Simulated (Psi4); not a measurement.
**SiCl3F (trichlorofluorosilane): levels of theory compared**

Aim: a comparison of 5 runs (DSD-PBEP86/cc-pVDZ, HSE06/cc-pVDZ, TPSSh/cc-pVDZ, wB97X-V/cc-pVDZ, B3LYP/6-31G*) of SiCl3F (trichlorofluorosilane). 

The calculation is run with Psi4 1.11.

**1. The system as given**

SiCl3F: 5 atoms, total charge 0, spin state singlet. SMILES: `F[Si](Cl)(Cl)Cl`. The Si2–Cl4 distance was set to 4.432 Å, away from the relaxed value. At this shape a bond of the SMILES string is far longer than usual.

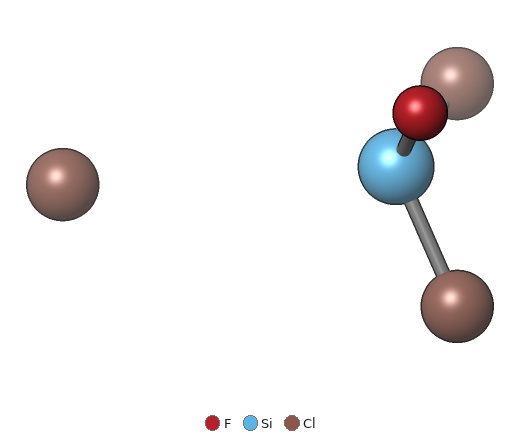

The structure, seen from a chosen angle (fluorine red, silicon blue, chlorine brown).

**2. The energy at DSD-PBEP86/cc-pVDZ (density fitting for correlation) (run 1)**

input.in

```
memory 2.2 GB

molecule {
  F      1.485752     0.464623     2.934183
  Si     0.655342     1.344703     1.926053
  Cl    -0.985768     2.021863     2.877843
  Cl    -0.482630    -1.187850    -1.527970
  Cl     1.810142     2.882233     1.325953
  units angstrom
  symmetry c1
}

set basis cc-pVDZ
set puream true
set e_convergence 1e-09
set d_convergence 1e-08
set scf_type pk
set dft_radial_points 99
set dft_spherical_points 590
set num_frozen_docc 21

e_tot = energy('dsd-pbep86')
```

Started as:

```sh
$ psi4 -i input.in -o input.out -n 1
```

input.out:

```text
[...]
  Running in c1 symmetry.
[...]
  Nuclear repulsion =  369.002654613410812
[...]
  Multiplicity = 1
[...]
  Nalpha       = 37
  Nbeta        = 37
[...]
    Number of basis functions: 86
[...]
   @RKS iter   1: -1767.93173925964197   -2.85327e-01   5.56856e-03 ADIIS/DIIS
[...]
   @RKS iter  17: -1768.11245860830604   -6.82121e-13   5.39435e-09 DIIS
[...]
    Orbital Energies [Eh]
    ---------------------
    Doubly Occupied:
       1A   -103.773475     2A   -103.773475     3A   -103.612590
       4A    -68.102059     5A    -25.835402     6A    -10.275505
       7A    -10.275497     8A    -10.106241     9A     -7.840216
      10A     -7.840215    11A     -7.835675    12A     -7.835675
      13A     -7.835338    14A     -7.835338    15A     -7.671695
      16A     -7.666576    17A     -7.666574    18A     -6.072263
      19A     -4.263110    20A     -4.262748    21A     -4.261888
      22A     -1.561163    23A     -1.122150    24A     -1.093574
      25A     -0.881425    26A     -0.778575    27A     -0.692148
      28A     -0.685677    29A     -0.656429    30A     -0.579740
      31A     -0.541696    32A     -0.528045    33A     -0.507959
      34A     -0.496398    35A     -0.338761    36A     -0.338741
[...]
  @RKS Final Energy: -1768.11245860830604
   => Energetics <=
    Nuclear Repulsion Energy =            369.0026546134108116
    One-Electron Energy =               -3179.3852223232015604
    Two-Electron Energy =                1075.1873550380410052
    DFT Exchange-Correlation Energy =     -32.9172459365562702
    Empirical Dispersion Energy =           0.0000000000000000
    VV10 Nonlocal Energy =                  0.0000000000000000
    Total Energy =                      -1768.1124586083060422
[...]
 Multipole Moments:
 ------------------------------------------------------------------------------------
     Multipole            Electronic (a.u.)      Nuclear  (a.u.)        Total (a.u.)
 ------------------------------------------------------------------------------------
 L = 1.  Multiply by 2.5417464519 to convert [e a0] to [Debye]
 Dipole X            :          0.9460087           -0.2871245            0.6588842
 Dipole Y            :          1.7633719            0.4490016            2.2123736
 Dipole Z            :          2.6818001           -0.2683612            2.4134390
 Magnitude           :                                                    3.3396726
[...]
```

Wall time 17 s (1 thread of Intel Xeon 6975P-C (Granite Rapids), shared host); peak memory 0.9 GiB.

**3. A single-point energy at HSE06/cc-pVDZ (run 2)**

input.inp

```
memory 2200 mb

molecule mol {
  F
  Si 1 1.574944
  Cl 2 2.014371 1 108.35847
  Cl 2 4.4316 1 108.35813 3 -119.99812
  Cl 2 2.014369 1 108.35754 3 120.00151
  units angstrom
  symmetry c1
}

set {
  puream               true
  e_convergence        1e-09
  d_convergence        1e-08
  scf_type             pk
  dft_radial_points    99
  dft_spherical_points 590
}

e = energy("hse06/cc-pVDZ")
print_variables()
```

Started as:

```sh
$ psi4 -n 1 input.inp input.out
```

input.out:

```text
[...]
  Running in c1 symmetry.
[...]
  Nuclear repulsion =  369.002650802619144
[...]
  Multiplicity = 1
[...]
  Nalpha       = 37
  Nbeta        = 37
[...]
    Number of basis functions: 86
[...]
   @RKS iter   1: -1769.15350583473082    5.20764e-03   5.99080e-03 DIIS/ADIIS
[...]
   @RKS iter  20: -1769.37533305183410   -4.09273e-12   4.34409e-09 DIIS
[...]
    Orbital Energies [Eh]
    ---------------------
    Doubly Occupied:
       1A   -101.781774     2A   -101.781774     3A   -101.655271
       4A    -66.460599     5A    -24.847414     6A     -9.593451
       7A     -9.593426     8A     -9.459786     9A     -7.324352
      10A     -7.324350    11A     -7.317568    12A     -7.317568
      13A     -7.316910    14A     -7.316910    15A     -7.193462
      16A     -7.183268    17A     -7.183265    18A     -5.511383
      19A     -3.845925    20A     -3.845676    21A     -3.844803
      22A     -1.292608    23A     -0.929655    24A     -0.904270
      25A     -0.733208    26A     -0.622427    27A     -0.533167
      28A     -0.532230    29A     -0.518966    30A     -0.463644
      31A     -0.427266    32A     -0.413676    33A     -0.397089
      34A     -0.386499    35A     -0.261963    36A     -0.257402
[...]
  @RKS Final Energy: -1769.37533305183410
   => Energetics <=
    Nuclear Repulsion Energy =            369.0026508026191436
    One-Electron Energy =               -3180.4495013884993568
    Two-Electron Energy =                1130.5062656326524575
    DFT Exchange-Correlation Energy =     -88.4347480986061640
    Empirical Dispersion Energy =           0.0000000000000000
    VV10 Nonlocal Energy =                  0.0000000000000000
    Total Energy =                      -1769.3753330518341045
[...]
 Multipole Moments:
 ------------------------------------------------------------------------------------
     Multipole            Electronic (a.u.)      Nuclear  (a.u.)        Total (a.u.)
 ------------------------------------------------------------------------------------
 L = 1.  Multiply by 2.5417464519 to convert [e a0] to [Debye]
 Dipole X            :          2.1154716            0.1409872            2.2564589
 Dipole Y            :         -1.2212809           -0.0813904           -1.3026713
 Dipole Z            :         -1.0904567            0.5740723           -0.5163844
 Magnitude           :                                                    2.6561649
[...]
```

Wall time 51 s (1 thread of Intel Xeon 6975P-C (Granite Rapids), shared host); peak memory 0.95 GiB.

Runs 3 to 4 aren't shown in full; the table further down has their settings and results.

**4. Energy and forces at B3LYP/6-31G(d) (Cartesian functions) (run 5)**

input.in

```
memory 2200 mb

molecule {
  F
  Si 1 1.574944
  Cl 2 2.014371 1 108.35847
  Cl 2 4.4316 1 108.35813 3 -119.99812
  Cl 2 2.014369 1 108.35754 3 120.00151
  symmetry c1
}

set basis 6-31G*
set puream false
set e_convergence 1e-09
set d_convergence 1e-08
set scf_type pk
set dft_radial_points 99
set dft_spherical_points 590

E, wfn = gradient("b3lyp", return_wfn=True)
oeprop(wfn, "MULLIKEN_CHARGES", "QUADRUPOLE", "MAYER_INDICES", title="B3LYP")
print_variables()
```

Started as:

```sh
$ psi4 input.in input.out -n 1
```

input.out (excerpt; [...] marks lines left out):

```text
[...]
  Running in c1 symmetry.
[...]
  Nuclear repulsion =  369.002650802619144
[...]
  Multiplicity = 1
[...]
  Nalpha       = 37
  Nbeta        = 37
[...]
    Number of basis functions: 91
[...]
   @RKS iter   1: -1769.71225091929591   -1.64102e-02   5.93434e-03 ADIIS/DIIS
[...]
   @RKS iter  18: -1769.95025904542786   -5.00222e-12   3.87995e-09 DIIS
[...]
  @RKS Final Energy: -1769.95025904542786
   => Energetics <=
    Nuclear Repulsion Energy =            369.0026508026191436
    One-Electron Energy =               -3180.2179826875803883
    Two-Electron Energy =                1134.8248332800085336
    DFT Exchange-Correlation Energy =     -93.5597604404749035
    Empirical Dispersion Energy =           0.0000000000000000
    VV10 Nonlocal Energy =                  0.0000000000000000
    Total Energy =                      -1769.9502590454278561
[...]
  -Total Gradient:
     Atom            X                  Y                   Z
    ------   -----------------  -----------------  -----------------
       1        0.007410965756    -0.004277748747     0.012535742631
       2        0.000816208909    -0.000470635436    -0.005871883723
       3        0.006502859473     0.006887377200    -0.005620086677
       4       -0.011999589306     0.006927379513     0.004583256155
       5       -0.002713810515    -0.009075984435    -0.005620980876
[...]
 Multipole Moments:
 ------------------------------------------------------------------------------------
     Multipole            Electronic (a.u.)      Nuclear  (a.u.)        Total (a.u.)
 ------------------------------------------------------------------------------------
 L = 1.  Multiply by 2.5417464519 to convert [e a0] to [Debye]
 Dipole X            :          2.0478292            0.1409872            2.1888164
 Dipole Y            :         -1.1822298           -0.0813904           -1.2636202
 Dipole Z            :         -1.1670793            0.5740723           -0.5930070
 Magnitude           :                                                    2.5960182
 L = 2.  Multiply by 1.3450342976 to convert [e a0^2] to [Debye ang]
 Quadrupole XX       :       -967.6473677          916.8791819          -50.7681858
 Quadrupole XY       :        343.4013048         -337.1574507            6.2438541
[...]
  Mulliken Charges: (a.u.)
   Center  Symbol    Alpha    Beta     Spin     Total
[...]
```

It took 18 s on 1 thread of Intel Xeon 6975P-C (Granite Rapids), shared host; peak memory 0.81 GiB.

**5. Overview of the runs**

```
run                                                 level  fitting correlation  frozen core orbitals   energy (Eh)  HOMO energy (eV)  LUMO energy (eV)  HOMO–LUMO gap (eV)  wall time
  1  DSD-PBEP86/cc-pVDZ (density fitting for correlation)      density fitting                    21  -1768.499792             -8.27             -4.91                3.36       17 s
  2                                         HSE06/cc-pVDZ                    –                     0  -1769.375333             -7.00             -6.40                0.60       51 s
  3                                         TPSSh/cc-pVDZ                    –                     0  -1770.025395             -6.70             -6.28                0.42       45 s
  4                                       wB97X-V/cc-pVDZ                    –                     0  -1769.646887             -8.87             -4.60                4.27       66 s
  5                    B3LYP/6-31G* (Cartesian functions)                    –                     0  -1769.950259             -7.25             -6.24                1.00       18 s
```

**6. Summary of results**

| quantity | value |
| --- | --- |
| run 5: total energy | -1769.95026 Eh |
| run 5: dipole moment | 6.60 D |
| run 5: HOMO energy | -7.25 eV |
| run 5: LUMO energy | -6.24 eV |
| run 5: HOMO–LUMO gap | 1.00 eV |
| run 5: largest force on an atom | 0.780 eV/Å |

Over runs 2, 3, 4, 5 the dipole moment (its size) runs from 6.53 D (TPSSh/cc-pVDZ) to 8.21 D (wB97X-V/cc-pVDZ). The HOMO–LUMO gap runs from 0.42 eV (TPSSh/cc-pVDZ) to 4.27 eV (wB97X-V/cc-pVDZ). Totals of different functionals can't be ranked against each other. In runs 1, 2, 3, 4, 5 a closed-shell determinant meets a far-stretched bond, which it describes badly. All runs together took 3.3 min, the longest 66 s.
